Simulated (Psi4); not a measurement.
# SnH3Cl (SMILES [Cl][SnH3]): B3LYP/def2-SVP (core potential)

What is the vertical singlet–triplet gap of SnH3Cl at B3LYP/def2-SVP (core potential)? 

Program for the calculation: Psi4 1.11.

1 further run of the same task is left out (it didn't finish).

### Step 1. The molecule

SnH3Cl: 5 atoms, total charge 0, spin state singlet. SMILES: `[Cl][SnH3]`. Geometry: relaxed at PBE0-D4/def2-TZVP.

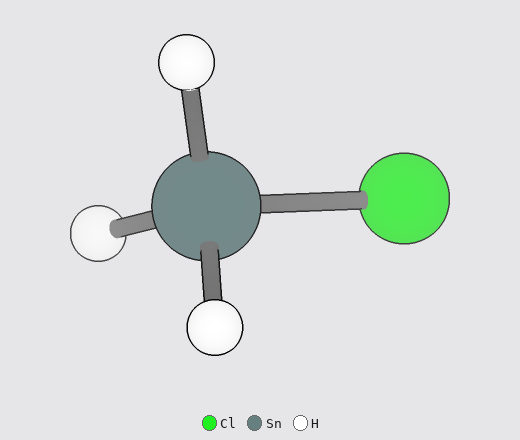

The structure, seen from a chosen angle (chlorine green, tin teal, hydrogen white).

### Step 2. Energy and gradient at B3LYP/def2-SVP (core potential)

calc.in

```
memory 1600 mb

molecule m {
  Cl
  Sn 1 R2
  H 2 R3 1 A3
  H 2 R4 3 A4 1 D4
  H 2 R5 3 A5 4 D5

  R2 = 2.333742
  R3 = 1.700008
  A3 = 106.05414
  R4 = 1.700058
  A4 = 112.6596
  D4 = 115.59198
  R5 = 1.699993
  A5 = 112.66156
  D5 = 128.81151
  symmetry c1
  no_reorient
  no_com
}

set {
  puream true
  e_convergence 1e-09
  d_convergence 1e-08
  scf_type pk
  dft_radial_points 99
  dft_spherical_points 590
}

e_tot, wfn = gradient("b3lyp/def2-SVP", return_wfn=True)
oeprop(wfn, "QUADRUPOLE", "MULLIKEN_CHARGES", "WIBERG_LOWDIN_INDICES", title="B3LYP")
```

On the command line:

```console
$ psi4 -i calc.in -o calc.out -n 1
```

calc.out, shortened:

```text
[...]
    !!!  WARNING: ECP capability is in beta. Please check occupations closely.  !!!
[...]
  Running in c1 symmetry.
[...]
  Nuclear repulsion =  114.226510920853656
[...]
  Multiplicity = 1
[...]
  Nalpha       = 21
  Nbeta        = 21
[...]
    Number of basis functions: 59
[...]
   @RKS iter   1:  -676.19773632670217   -1.30719e+00   5.34491e-03 ADIIS/DIIS
[...]
   @RKS iter   9:  -676.25379238493554   -1.18234e-11   8.23693e-09 DIIS
[...]
    Orbital Energies [Eh]
    ---------------------
    Doubly Occupied:
       1A   -101.476548     2A     -9.430918     3A     -7.197836
       4A     -7.190950     5A     -7.190950     6A     -5.128886
       7A     -3.472957     8A     -3.467960     9A     -3.467960
      10A     -1.058732    11A     -1.053501    12A     -1.053500
      13A     -1.048848    14A     -1.048848    15A     -0.787409
      16A     -0.531844    17A     -0.357910    18A     -0.357904
      19A     -0.354296    20A     -0.297475    21A     -0.297473
[...]
  @RKS Final Energy:  -676.25379238493554
   => Energetics <=
    Nuclear Repulsion Energy =            114.2265109208536558
    One-Electron Energy =               -1241.2391933723324655
    Two-Electron Energy =                 489.1355609764990504
    DFT Exchange-Correlation Energy =     -38.3766709099557417
    Empirical Dispersion Energy =           0.0000000000000000
    VV10 Nonlocal Energy =                  0.0000000000000000
    Total Energy =                       -676.2537923849355366
[...]
  -Total Gradient:
     Atom            X                  Y                   Z
    ------   -----------------  -----------------  -----------------
       1       -0.000001097849    -0.000000319853     0.013120901959
       2        0.000016904139    -0.000003542794    -0.007671813194
       3       -0.000000226040     0.003617849654    -0.001818929604
       4        0.003121157696    -0.001802966905    -0.001815134753
       5       -0.003137034369    -0.001810890385    -0.001819178205
[...]
 Multipole Moments:
 ------------------------------------------------------------------------------------
     Multipole            Electronic (a.u.)      Nuclear  (a.u.)        Total (a.u.)
 ------------------------------------------------------------------------------------
 L = 1.  Multiply by 2.5417464519 to convert [e a0] to [Debye]
 Dipole X            :          0.0002442           -0.0001769            0.0000673
 Dipole Y            :          0.0000308           -0.0000261            0.0000047
 Dipole Z            :         32.9324607          -31.9996091            0.9328516
 Magnitude           :                                                    0.9328516
 L = 2.  Multiply by 1.3450342976 to convert [e a0^2] to [Debye ang]
 Quadrupole XX       :        -43.5830812           14.2971850          -29.2858962
 Quadrupole XY       :          0.0001861           -0.0001275            0.0000586
[...]
  Mulliken Charges: (a.u.)
   Center  Symbol    Alpha    Beta     Spin     Total
       1    CL     8.64741  8.64741  0.00000 -0.29482
       2    SN    10.72522 10.72522  0.00000  0.54957
       3     H     0.54246  0.54246  0.00000 -0.08492
       4     H     0.54246  0.54246  0.00000 -0.08492
       5     H     0.54246  0.54246  0.00000 -0.08491
   Total alpha = 21.00000, Total beta = 21.00000, Total charge = -0.00000
  Wiberg Bond Indices using Orthogonal Lowdin Orbitals:
[...]
```

Wall time 12 s (1 thread of AMD EPYC 7R43 (Zen 3), shared host); peak memory 0.65 GiB.

### Step 3. The triplet, same level

clh3sn_ase.py

```python
import numpy as np
from ase.calculators.psi4 import Psi4
from ase import Atoms

mol = Atoms(['Cl', 'Sn', 'H', 'H', 'H'], positions=[
    [-1.839400, 0.332400, 1.029900],
    [0.168900, -0.044500, -0.097500],
    [-0.120500, 0.362900, -1.722400],
    [0.522700, -1.694200, 0.111100],
    [1.318200, 0.969900, 0.637400],
])
calc = Psi4(atoms=mol, method='b3lyp', basis='def2-SVP', memory='1600MB', num_threads=1, charge=0, multiplicity=3, label='psi4-calc', reference='uks')
calc.psi4.set_options({'puream': True, 'e_convergence': 1e-09, 'd_convergence': 1e-08, 'scf_type': 'pk', 'dft_radial_points': 99, 'dft_spherical_points': 590, 'maxiter': 200})
mol.calc = calc

forces = mol.get_forces()
print(f'energy: {mol.get_potential_energy():.6f} eV')
print('forces / eV A^-1')
print(np.round(forces, 5))
```

On the command line:

```console
$ python clh3sn_ase.py
```

psi4-calc.dat, shortened:

```text
[...]
    !!!  WARNING: ECP capability is in beta. Please check occupations closely.  !!!
[...]
  Running in c1 symmetry.
[...]
  Nuclear repulsion =  114.226496944951634
[...]
  Multiplicity = 3
[...]
  Nalpha       = 22
  Nbeta        = 20
[...]
    Number of basis functions: 59
[...]
   @UKS iter   1:  -675.92963695375715   -1.04560e+00   6.10301e-03 DIIS/ADIIS
[...]
   @UKS iter  36:  -676.03411843433162   -6.13909e-12   8.14721e-09 DIIS
[...]
   @S^2 Observed:                2.005587258E+00
[...]
  @UKS Final Energy:  -676.03411843433162
   => Energetics <=
    Nuclear Repulsion Energy =            114.2264969449516343
    One-Electron Energy =               -1240.6019028260457162
    Two-Electron Energy =                 488.6781934322586380
    DFT Exchange-Correlation Energy =     -38.3369059854960597
    Empirical Dispersion Energy =           0.0000000000000000
    VV10 Nonlocal Energy =                  0.0000000000000000
    Total Energy =                       -676.0341184343315035
[...]
 Multipole Moments:
 ------------------------------------------------------------------------------------
     Multipole            Electronic (a.u.)      Nuclear  (a.u.)        Total (a.u.)
 ------------------------------------------------------------------------------------
 L = 1.  Multiply by 2.5417464519 to convert [e a0] to [Debye]
 Dipole X            :         27.3135714          -27.5373017           -0.2237303
 Dipole Y            :         -5.2970436            5.1677867           -0.1292570
 Dipole Z            :        -15.2901071           15.4585340            0.1684268
 Magnitude           :                                                    0.3084319
[...]
  -Total Gradient:
     Atom            X                  Y                   Z
    ------   -----------------  -----------------  -----------------
       1        0.094676149260    -0.017781590461    -0.053140344521
       2       -0.056956271125    -0.005872237220     0.036112640418
       3       -0.007033360748     0.004218023303     0.013394799979
       4       -0.015069329999     0.018850696081     0.004373990932
       5       -0.015620519856     0.000585051398    -0.000739121981
[...]
```

On the terminal:

```text
energy: -18395.825362 eV
forces / eV A^-1
[[-4.86844  0.91437  2.73259]
 [ 2.92881  0.30196 -1.85699]
 [ 0.36167 -0.2169  -0.68879]
 [ 0.7749  -0.96934 -0.22492]
 [ 0.80324 -0.03008  0.03801]]
```

Run time: 46 s. Hardware: 1 thread of AMD EPYC 7R43 (Zen 3), shared host; peak memory 0.66 GiB.

### Step 4. What came out

At B3LYP/def2-SVP (core potential):

| quantity | value |
| --- | --- |
| singlet: total energy | -676.25379 Eh |
| singlet: dipole moment | 2.37 D |
| singlet: HOMO energy | -8.09 eV |
| singlet: LUMO energy | -0.83 eV |
| singlet: HOMO–LUMO gap | 7.27 eV |
| singlet: largest force on an atom | 0.675 eV/Å |
| triplet: total energy | -676.03412 Eh |
| triplet: dipole moment | 0.78 D |
| triplet: HOMO energy (highest over α and β) | -2.51 eV |
| triplet: ⟨S²⟩ | 2.006 |
| triplet: largest force on an atom | 5.657 eV/Å |
| vertical energy of the triplet above the singlet | 5.978 eV |

What this shows: At this shape the triplet lies 5.98 eV (138 kcal/mol) above the singlet. The largest force (singlet) is 0.67 eV/Å: the shape isn't a stationary point for this species at this level. Mulliken charges (singlet) run from -0.29 on Cl1 to +0.55 on Sn2.
